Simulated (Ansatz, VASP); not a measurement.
# Cross-check of BaBi between VASP and Ansatz

Wanted: the spread between two codes on one cell, functional and k mesh. The cell is invented: As first built, before any earlier steps moved the atoms (in the runner's words): it takes the SbPb structure with all of its atoms replaced by other elements, volume scaled by an estimate. It may not be a known or stable phase. The cell is taken from a series of VASP runs on this material, whose earlier steps may have relaxed, scaled or displaced it; both programs get it as it stands. Valence electrons are named where the data sets of a main pair hold unlike numbers.

Program: Ansatz 0.2.0. Level of theory: plane waves, with VASP 6.6.1 beside it; band structure at LDA, spin-orbit coupling. Results are calculated unless marked as measured.

### 1. The structure

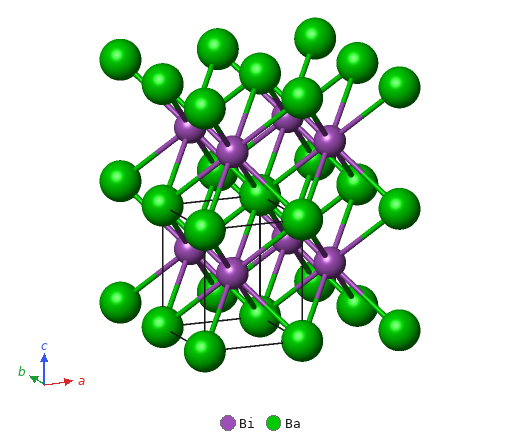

The cell as given, slightly off an axis (bismuth purple, barium green). 2×2×2 cells are drawn. Some periodic images of atoms are drawn too.

### 2. VASP: band structure, LDA, spin-orbit coupling

With cell and atoms fixed, the geometry can't cause a difference; cores, projectors, grids and the points listed under the comparison can.

Lines of VASP's logs that name or quote its potential files are left out, and so is its time.

Input file INCAR:

```
SYSTEM = BaBi
PREC = Accurate
ENCUT = 400
EDIFF = 1E-06
NELM = 100
ISMEAR = 0
SIGMA = 0.05
LREAL = .FALSE.
ALGO = Normal
GGA = CA
LNONCOLLINEAR = .TRUE.
MAGMOM = 0 0 0 0 0 0
NBANDS = 36
GGA_COMPAT = .FALSE.
LASPH = .TRUE.
LSORBIT = .TRUE.
LORBIT = 11
LWAVE = .FALSE.
LCHARG = .FALSE.
```

Input file POSCAR:

```
BaBi
1.0
    3.9446614500      0.0000000000      0.0000000000
    0.0000000000      3.9446614500      0.0000000000
    0.0000000000      0.0000000000      4.6651059000
Bi Ba
1 1
Direct
    0.5000000000      0.5000000000      0.5000000000
    0.0000000000      0.0000000000      0.0000000000
```

Input file KPOINTS:

```
Automatic mesh
0
Gamma
5 5 4
0 0 0
```

Input file KPOINTS_OPT:

```
Line mode
16
Line-mode
Reciprocal
  0.00000000   0.00000000   0.00000000 GAMMA
  0.00000000   0.50000000   0.00000000 X

  0.00000000   0.50000000   0.00000000 X
  0.50000000   0.50000000   0.00000000 M

  0.50000000   0.50000000   0.00000000 M
  0.00000000   0.00000000   0.00000000 GAMMA

  0.00000000   0.00000000   0.00000000 GAMMA
  0.00000000   0.00000000   0.50000000 Z

  0.00000000   0.00000000   0.50000000 Z
  0.00000000   0.50000000   0.50000000 R

  0.00000000   0.50000000   0.50000000 R
  0.50000000   0.50000000   0.50000000 A

  0.50000000   0.50000000   0.50000000 A
  0.00000000   0.00000000   0.50000000 Z

  0.00000000   0.50000000   0.00000000 X
  0.00000000   0.50000000   0.50000000 R

  0.50000000   0.50000000   0.00000000 M
  0.50000000   0.50000000   0.50000000 A
```

PAW data sets: Bi_d and Ba_sv (LDA family, release 64).

On the command line:

```console
> mpirun -np 1 vasp_ncl
```

Numbers of over 12 decimals in the logs are rounded to 6 here.

Output:

```text
[banner, memory and clock lines left out]
running    1 mpi-ranks, on    1 nodes
 distrk:  each k-point on    1 cores,    1 groups
 distr:  one band on    1 cores,    1 groups

 POSCAR found type information on POSCAR BiBa
 POSCAR found :  2 types and       2 ions
 LDA part: xc-table for (Slater(with rela. corr.)+CA(PZ))
 , standard interpolation
 POSCAR, INCAR and KPOINTS ok, starting setup
 FFT: planning ... GRIDC
 FFT: planning ... GRID_SOFT
 FFT: planning ... GRID
 WAVECAR not read
 entering main loop
       N       E                     dE             d eps       ncg     rms          rms(c)
DAV:   1     0.238668776594E+03    0.23867E+03   -0.10368E+04  1296   0.120E+03
DAV:   2     0.151752519231E+02   -0.22349E+03   -0.21361E+03  1364   0.348E+02
DAV:   3    -0.837463375341E+01   -0.23550E+02   -0.22968E+02  1680   0.134E+02
DAV:   4    -0.963737854958E+01   -0.12627E+01   -0.12535E+01  2016   0.279E+01
DAV:   5    -0.968295600189E+01   -0.45577E-01   -0.45547E-01  1816   0.451E+00    0.353E+00
DAV:   6    -0.963033924593E+01    0.52617E-01   -0.60151E-02  1836   0.196E+00    0.209E+00
DAV:   7    -0.961053085871E+01    0.19808E-01   -0.56033E-02  1784   0.197E+00    0.613E-01
DAV:   8    -0.961083909816E+01   -0.30824E-03   -0.58545E-03  1800   0.520E-01    0.143E-01
DAV:   9    -0.961071994478E+01    0.11915E-03   -0.58895E-04  1632   0.160E-01    0.475E-02
DAV:  10    -0.961073451431E+01   -0.14570E-04   -0.79448E-05  1564   0.681E-02    0.121E-02
DAV:  11    -0.961073672566E+01   -0.22113E-05   -0.98900E-06  1872   0.264E-02    0.599E-03
DAV:  12    -0.961073670828E+01    0.17378E-07   -0.62699E-07  1092   0.554E-03
   1 F= -.96107367E+01 E0= -.96091752E+01  d E =-.312293E-02  mag=     0.0000    -0.0000     0.0000
 Start KPOINTS_OPT (optional k-point list driver)
k-point batch [1-18\144]
       N       E                     dE             ncg
DAV:   1    -0.194739042029E+03   -0.46280E+04     1296
DAV:   2    -0.428855043471E+04   -0.40938E+04     1372
DAV:   3    -0.470908759477E+04   -0.42054E+03     1600
DAV:   4    -0.473560169458E+04   -0.26514E+02     2124
DAV:   5    -0.473632803379E+04   -0.72634E+00     1848
DAV:   6    -0.473634650259E+04   -0.18469E-01     1952
DAV:   7    -0.473634700267E+04   -0.50009E-03     1936
DAV:   8    -0.473634701574E+04   -0.13068E-04     1884
DAV:   9    -0.473634701604E+04   -0.30020E-06     1244
[...]
k-point batch [127-144\144]
       N       E                     dE             ncg
DAV:   1    -0.449910488834E+03   -0.13965E+05     1296
DAV:   2    -0.440810723450E+04   -0.39582E+04     1428
DAV:   3    -0.480357577320E+04   -0.39547E+03     1588
DAV:   4    -0.482260371487E+04   -0.19028E+02     2020
DAV:   5    -0.482326023971E+04   -0.65652E+00     1824
DAV:   6    -0.482327976519E+04   -0.19525E-01     2008
DAV:   7    -0.482328034129E+04   -0.57610E-03     1824
DAV:   8    -0.482328036051E+04   -0.19218E-04     1808
DAV:   9    -0.482328036106E+04   -0.54661E-06     1160
```

From OUTCAR (step 2):

```text
ion  position               nearest neighbor table
   1  0.500  0.500  0.500-   2 3.64   2 3.64   2 3.64   2 3.64   2 3.64   2 3.64   2 3.64   2 3.64

  LATTYP: Found a simple tetragonal cell.
 ALAT       =     3.9446614500
 C/A-ratio  =     1.1826378408

 Subroutine GETGRP returns: Found 16 space group operations
 (whereof 16 operations were pure point group operations)

The static configuration has the point symmetry D_4h.

 Found     18 irreducible k-points:

   k-points           NKPTS =     18   k-points in BZ     NKDIM =     18   number of bands    NBANDS=     36

   dimension x,y,z NGX =    28 NGY =   28 NGZ =   30
   dimension x,y,z NGXF=    56 NGYF=   56 NGZF=   60

   ENCUT  =  400.0 eV  29.40 Ry    5.42 a.u.   6.43  6.43  7.61*2*pi/ulx,y,z

   NELECT =      25.0000    total number of electrons

 k-points in reciprocal lattice and weights: Automatic mesh
   0.00000000  0.00000000  0.00000000       0.010
   0.20000000  0.00000000  0.00000000       0.040
   0.40000000  0.00000000  0.00000000       0.040
   0.20000000  0.20000000  0.00000000       0.040
   0.40000000  0.20000000  0.00000000       0.080
   0.40000000  0.40000000  0.00000000       0.040
   0.00000000  0.00000000  0.25000000       0.020
   0.20000000  0.00000000  0.25000000       0.080
   0.40000000  0.00000000  0.25000000       0.080
[...]
0.40000000  0.20000000  0.50000000       0.080
   0.40000000  0.40000000  0.50000000       0.040

 average (electrostatic) potential at core
       1-105.2106       2 -34.7626

 E-fermi :   4.5978

 k-point     1 :       0.0000    0.0000    0.0000
  band No.  band energies     occupation
    ...
     18      -7.7763      1.00000
     19      -6.0524      1.00000
     20      -6.0524      1.00000
     21       3.7390      1.00000
     22       3.7390      1.00000
     23       4.6644      0.02988
     24       4.6644      0.02988
     25       5.0132      0.00000
     26       5.0132      0.00000
     27       5.8573      0.00000
    ...

 k-point     2 :       0.2000    0.0000    0.0000
  band No.  band energies     occupation
    ...
     20      -5.6406      1.00000
     21       2.9125      1.00000
     22       2.9125      1.00000
     23       4.1305      1.00000
     24       4.1305      1.00000
     25       5.0348      0.00000
     26       5.0348      0.00000
     27       5.9078      0.00000
     28       5.9078      0.00000
     29       6.3941      0.00000
    ...

 k-point     3 :       0.4000    0.0000    0.0000
  band No.  band energies     occupation
    ...
     20      -5.0034      1.00000
     21       1.2890      1.00000
     22       1.2890      1.00000
     23       3.3327      1.00000
     24       3.3327      1.00000
     25       5.4280      0.00000
     26       5.4280      0.00000
     27       5.5986      0.00000
     28       5.5986      0.00000
     29       8.6977      0.00000
    ...

  Total        0.4250556      0.4250556     -0.5680962      0.0000000      0.0000000      0.0000000
  in kB        9.3815669      9.3815669    -12.5386711      0.0000000      0.0000000      0.0000000
  external PRESSURE =       2.0748209 kB  Pullay stress =       0.0000000 kB

  energy-cutoff  :      400.00
  volume of cell :       72.59
      direct lattice vectors                 reciprocal lattice vectors
     3.944661450  0.000000000  0.000000000     0.253507180  0.000000000  0.000000000
     0.000000000  3.944661450  0.000000000     0.000000000  0.253507180  0.000000000
     0.000000000  0.000000000  4.665105900     0.000000000  0.000000000  0.214357406

 POSITION                                       TOTAL-FORCE (eV/Angst)
 -----------------------------------------------------------------------------------
      1.97233      1.97233      2.33255         0.000000      0.000000      0.000000
      0.00000      0.00000      0.00000         0.000000      0.000000      0.000000
 -----------------------------------------------------------------------------------
    total drift:                                0.000000      0.000000      0.000000

  FREE ENERGIE OF THE ION-ELECTRON SYSTEM (eV)
  ---------------------------------------------------
  free  energy   TOTEN  =        -9.6107367083 eV

  energy  without entropy=       -9.6076137759  energy(sigma->0) =       -9.60917524

 Spin-Orbit-Coupling matrix elements
 Ion:    1  E_soc:     -1.7325456
 Ion:    2  E_soc:     -0.4296046

 total charge
# of ion       s       p       d       tot
------------------------------------------
    1        1.470   1.566   9.885  12.920
    2        2.023   5.569   0.362   7.955
--------------------------------------------------
tot          3.493   7.134  10.247  20.875

 magnetization (x)
# of ion       s       p       d       tot
------------------------------------------
    1        0.000  -0.000  -0.000  -0.000
    2       -0.000  -0.000   0.000  -0.000
--------------------------------------------------
tot         -0.000  -0.000  -0.000  -0.000

 magnetization (y)
# of ion       s       p       d       tot
------------------------------------------
    1        0.000  -0.000   0.000  -0.000
    2        0.000   0.000  -0.000  -0.000
--------------------------------------------------
tot          0.000  -0.000  -0.000  -0.000

 magnetization (z)
# of ion       s       p       d       tot
------------------------------------------
    1        0.000   0.000   0.000   0.000
    2        0.000   0.000   0.000   0.000
--------------------------------------------------
tot          0.000   0.000   0.000   0.000

[... 3 further parts left out ...]
```

The run ends at a pressure of 0.21 GPa.

[end of part 1 of 2]

[Lines on the potential files, build, host, timing and source positions are cut from VASP's logs without a mark.]

[Logs are printed without paths, hosts, clocks, repeated set-up lines and the standing remarks that a program may print on its own settings, such as how far it seeks lower states.]

[Hosts, paths, dates, database ids (printed as entryN), source tags and the programs' standing remarks are cut or masked in the printed files.]
